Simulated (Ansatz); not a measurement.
Run report: GaGeH$_{5}$, geometry relaxation

- system: GaGeH$_{5}$
- method: B3LYP/6-31G*, RKS (Ansatz 0.2.0)

The geometry comes from this level: PBE0-D4/def2-TZVP. Figures and captions count atoms from 1; the log counts them from 0 in places.

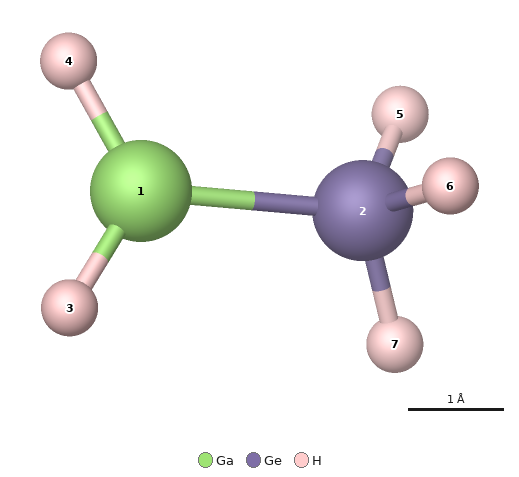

**Figure 1.** The starting structure (ball-and-stick view, seen at a tilt; atoms are numbered from 1 in the order of the input). Sticks mark near contacts. Bond lengths as drawn: Ga–Ge 2.44 Å, Ga–H 1.57 Å and Ge–H 1.54 Å.

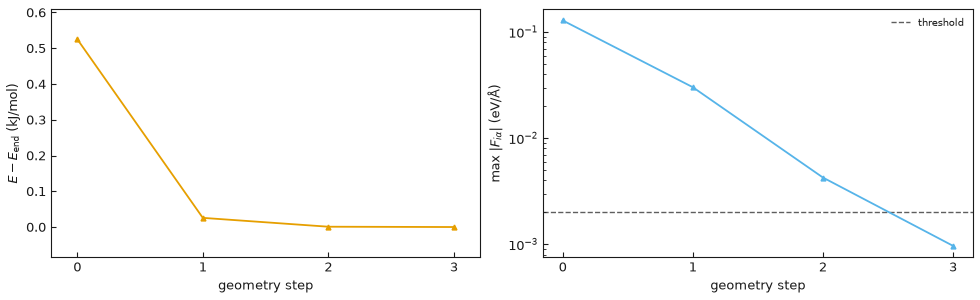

**Figure 2.** Progress of the relaxation, step by step (the first geometry is step 0 here and step 1 in the log).

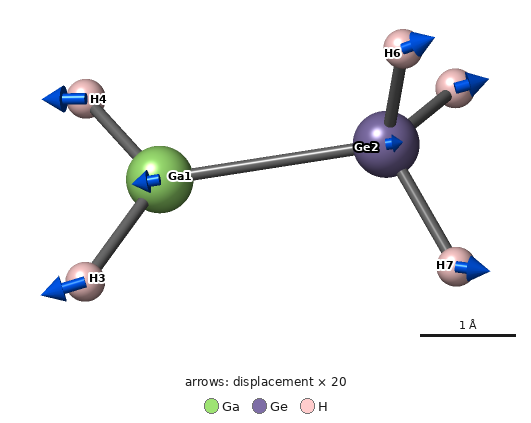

**Figure 3.** The starting structure with the displacements as blue arrows, magnified 20 times (ball-and-stick view, seen at a tilt). The two geometries are laid on each other by the best rigid fit. The largest moves after the best rigid fit, 0.025 Å, are those of H3 and H4. By element the largest moves are H 0.025 Å, Ga 0.015 Å, Ge 0.009 Å. Among the contacts that change: Ga1–Ge2 2.444 → 2.469 Å, Ga1–H3 1.572 → 1.581 Å, Ge2–H5 1.540 → 1.548 Å. Over 3 geometry steps the energy falls by 0.53 kJ/mol. Largest force component: 0.13 eV/Å at the start, 0.00097 eV/Å at the end. (Atoms are counted from 1 in the order of the input.)

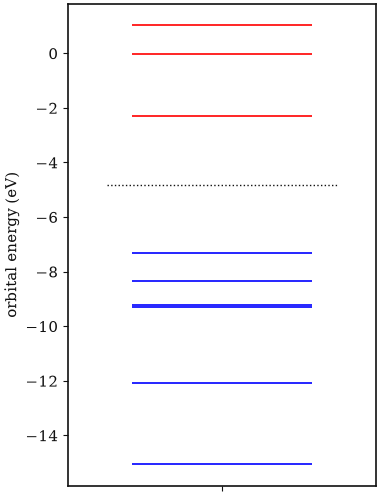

**Figure 4.** Orbital energies near the frontier; the dotted line parts filled from empty levels, and levels within 0.02 eV of each other stand side by side. Highest filled −7.32 eV, lowest empty −2.30 eV, 5.02 eV apart.

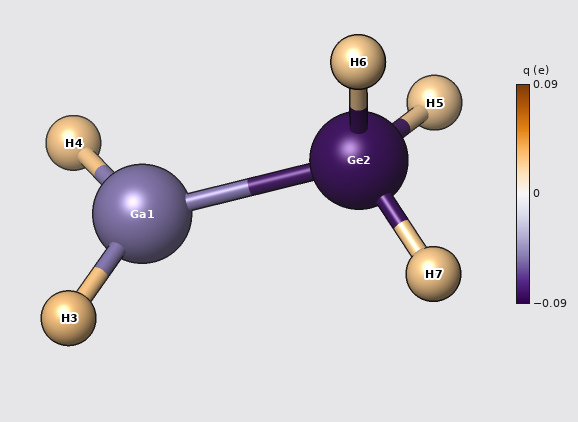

**Figure 5.** Mulliken charges, as the colour of each atom (ball-and-stick view, seen at a tilt; atoms are numbered from 1 in the order of the input; Mulliken charges depend strongly on the basis). By element: Ga −0.06, Ge −0.09 and H +0.03 e.

The input and output of the run follow.

Input
```yaml
crystal:
  periodic: [false, false, false]
  atoms:
    - {symbol: Ga, position_ang: [-0.366500, -1.359600, 0.111400]}
    - {symbol: Ge, position_ang: [0.277800, 0.987900, -0.107400]}
    - {symbol: H, position_ang: [0.529900, -2.354300, 0.935000]}
    - {symbol: H, position_ang: [-1.693000, -1.891700, -0.542800]}
    - {symbol: H, position_ang: [-0.307500, 1.657300, -1.364600]}
    - {symbol: H, position_ang: [-0.246100, 1.779800, 1.109100]}
    - {symbol: H, position_ang: [1.805500, 1.180600, -0.140600]}
basis:
  gaussian: {orbitals: "6-31G*"}
magnetization: {spin_polarized: false, initial_magnetization: 0}
hamiltonian: {xc: {name: B3LYP}}
output: {orbitals: {seedname: orbitals}}
relax: {f_tol: 0.002}
```

Run as:
```bash
ansatz run molecule.yaml --threads 1 --pin off --max-ram 3480MiB --events-out events.jsonl --progress --plain --runs-dir runs
```

The program's output
```
The last accepted step is kept in runs//last_step.txt (removed where the run ends without a failure and the disk answers)
Functional definition: B3LYP
  name "B3LYP"
  parameter a0 = 0.2
  parameter ax = 0.72
  parameter ac = 0.81
  exchange = (1 - a0 - ax)*slater_x + ax*b88_x + a0*exact_x
  correlation = (1 - ac)*vwn_rpa_c + ac*lyp_c
876 factors; integrals over basis functions are off by at most 3.2e-4 eV
mean field evaluation 1: about -108964.0105 eV, gradient 2.4e1 eV
mean field evaluation 2: about -108964.1197 eV, gradient 2.8e1 eV
mean field evaluation 4: about -108964.7737 eV, gradient 5.8e-1 eV
mean field evaluation 8: about -108964.7773 eV, gradient 1.1e-2 eV
mean field -108964.77728627 eV, -4004.3817062917 hartree, gradient 3.2e-5 eV, S^2 0.000000; 0 other end points of the search recorded, 0 dependent functions left out
the calculation of the forces begins
reference -108964.77756487 eV, -4004.3817165301 hartree; 34, 34 occupied and 46, 46 virtual orbitals, 876 factors
relax step   1: F+E_penalty+E_count = -108964.77728627 eV  Δ(F+E_penalty+E_count) = +0.000e0 eV  max|allowed force component| = 1.287e-1 eV/Å  Δτ_max = 0.0000 Å  (23 SCF iters, accepted)
these checks for a lower state are left out or cut short: starts, cluster_reference, orbital_swaps, neighbouring_geometries, increment
876 factors; integrals over basis functions are off by at most 3.2e-4 eV
mean field evaluation 16: about -108964.7825 eV, gradient 6.9e-2 eV
mean field -108964.78246370 eV, -4004.3818965588 hartree, gradient 3.7e-5 eV, S^2 0.000000; 0 other end points of the search recorded, 0 dependent functions left out
the calculation of the forces begins
reference -108964.78274289 eV, -4004.3819068188 hartree; 34, 34 occupied and 46, 46 virtual orbitals, 876 factors
relax step   2: F+E_penalty+E_count = -108964.78246370 eV  Δ(F+E_penalty+E_count) = -5.177e-3 eV  max|allowed force component| = 3.024e-2 eV/Å  Δτ_max = 0.0293 Å  (24 SCF iters, accepted)
these checks for a lower state are left out or cut short: starts, cluster_reference, orbital_swaps, neighbouring_geometries, increment
876 factors; integrals over basis functions are off by at most 3.2e-4 eV
mean field -108964.78272134 eV, -4004.3819060269 hartree, gradient 8.9e-5 eV, S^2 0.000000; 0 other end points of the search recorded, 0 dependent functions left out
the calculation of the forces begins
reference -108964.78300052 eV, -4004.3819162863 hartree; 34, 34 occupied and 46, 46 virtual orbitals, 876 factors
relax step   3: F+E_penalty+E_count = -108964.78272134 eV  Δ(F+E_penalty+E_count) = -2.576e-4 eV  max|allowed force component| = 4.264e-3 eV/Å  Δτ_max = 0.0075 Å  (20 SCF iters, accepted)
these checks for a lower state are left out or cut short: starts, cluster_reference, orbital_swaps, neighbouring_geometries, increment
876 factors; integrals over basis functions are off by at most 3.2e-4 eV
mean field -108964.78273005 eV, -4004.3819063470 hartree, gradient 1.0e-5 eV, S^2 0.000000; 0 other end points of the search recorded, 0 dependent functions left out
the calculation of the forces begins
reference -108964.78300922 eV, -4004.3819166061 hartree; 34, 34 occupied and 46, 46 virtual orbitals, 876 factors
relax step   4: F+E_penalty+E_count = -108964.78273005 eV  Δ(F+E_penalty+E_count) = -8.710e-6 eV  max|allowed force component| = 9.693e-4 eV/Å  Δτ_max = 0.0011 Å  (19 SCF iters, accepted)
876 factors; integrals over basis functions are off by at most 3.2e-4 eV
mean field evaluation 32: about -108964.7785 eV, gradient 5.9e-1 eV
mean field -108964.78273005 eV, -4004.3819063470 hartree, gradient 1.0e-5 eV, S^2 0.000000; 1 other end points of the search recorded, 0 dependent functions left out
the calculation of the forces begins
reference -108964.78300922 eV, -4004.3819166061 hartree; 34, 34 occupied and 46, 46 virtual orbitals, 876 factors
Total energy: -108964.78300922 eV, -4004.3819166061 hartree
Atom 0 at    -0.370398    -1.374402     0.112566 Å, force     0.000163     0.000959     0.000168 eV/Å
Atom 1 at     0.280304     0.996656    -0.108578 Å, force    -0.000591    -0.000668     0.000969 eV/Å
Atom 2 at     0.527505    -2.378361     0.939526 Å, force     0.000119    -0.000378    -0.000241 eV/Å
Atom 3 at    -1.703172    -1.913960    -0.543303 Å, force    -0.000045    -0.000271    -0.000281 eV/Å
Atom 4 at    -0.306016     1.674912    -1.370642 Å, force    -0.000053    -0.000158    -0.000287 eV/Å
Atom 5 at    -0.243588     1.798696     1.112062 Å, force     0.000201     0.000581    -0.000210 eV/Å
Atom 6 at     1.815465     1.196460    -0.141533 Å, force     0.000205    -0.000065    -0.000118 eV/Å
Dipole moment:    -0.011975    -0.056514    -0.002320 e Å
```

Trajectory as extended XYZ (Å, eV, eV/Å), 4 frames, from step=1 to step=4
```
7
Properties=species:S:1:pos:R:3:forces:R:3 step=1 energy=-108964.77729
Ga   -0.3665   -1.3596    0.1114   -0.0165  -0.0643   0.0047
Ge    0.2778    0.9879   -0.1074    0.0103   0.0141  -0.0184
H     0.5299   -2.3543    0.9350    0.0534  -0.0854   0.0565
H    -1.6930   -1.8917   -0.5428   -0.0934  -0.0549  -0.0410
H    -0.3075    1.6573   -1.3646   -0.0446   0.0729  -0.1008
H    -0.2461    1.7798    1.1091   -0.0380   0.0833   0.0994
H     1.8055    1.1806   -0.1406    0.1287   0.0342  -0.0004
7
Properties=species:S:1:pos:R:3:forces:R:3 step=2 energy=-108964.78246
Ga   -0.3710   -1.3763    0.1129    0.0096   0.0302  -0.0052
Ge    0.2808    0.9971   -0.1095   -0.0088  -0.0236   0.0079
H     0.5228   -2.3826    0.9381    0.0219  -0.0066   0.0154
H    -1.7014   -1.9195   -0.5405   -0.0236   0.0025  -0.0147
H    -0.3039    1.6791   -1.3685   -0.0126   0.0003  -0.0246
H    -0.2412    1.8008    1.1090   -0.0130   0.0053   0.0236
H     1.8139    1.2013   -0.1414    0.0265  -0.0081  -0.0024
7
Properties=species:S:1:pos:R:3:forces:R:3 step=3 energy=-108964.78272
Ga   -0.3703   -1.3744    0.1122    0.0001   0.0040   0.0018
Ge    0.2804    0.9968   -0.1086   -0.0015  -0.0037   0.0009
H     0.5281   -2.3775    0.9399   -0.0020  -0.0014  -0.0021
H    -1.7036   -1.9131   -0.5436    0.0022  -0.0018   0.0007
H    -0.3064    1.6743   -1.3710    0.0023   0.0008   0.0031
H    -0.2440    1.7981    1.1126    0.0025   0.0002  -0.0043
H     1.8159    1.1958   -0.1415   -0.0035   0.0020  -0.0001
7
Properties=species:S:1:pos:R:3:forces:R:3 step=4 energy=-108964.78273
Ga   -0.3704   -1.3744    0.1126    0.0002   0.0010   0.0002
Ge    0.2803    0.9967   -0.1086   -0.0006  -0.0007   0.0010
H     0.5275   -2.3784    0.9395    0.0001  -0.0004  -0.0002
H    -1.7032   -1.9140   -0.5433    0.0000  -0.0003  -0.0003
H    -0.3060    1.6749   -1.3706   -0.0001  -0.0002  -0.0003
H    -0.2436    1.7987    1.1121    0.0002   0.0006  -0.0002
H     1.8155    1.1965   -0.1415    0.0002  -0.0001  -0.0001
```

Summary

- outcome: converged
- total energy: −4004.381917 hartree
- basis functions: 80
- largest force: 0.001 eV/Å
- SCF solution under orbital rotations: stable
- HOMO: −7.32 eV
- LUMO: −2.30 eV
- dipole moment: 0.28 D
- hardware: 1 thread of Arm Neoverse N1, 112 GiB of memory available, shared host
- wall time: 32 s
- peak memory: 0.17 GiB
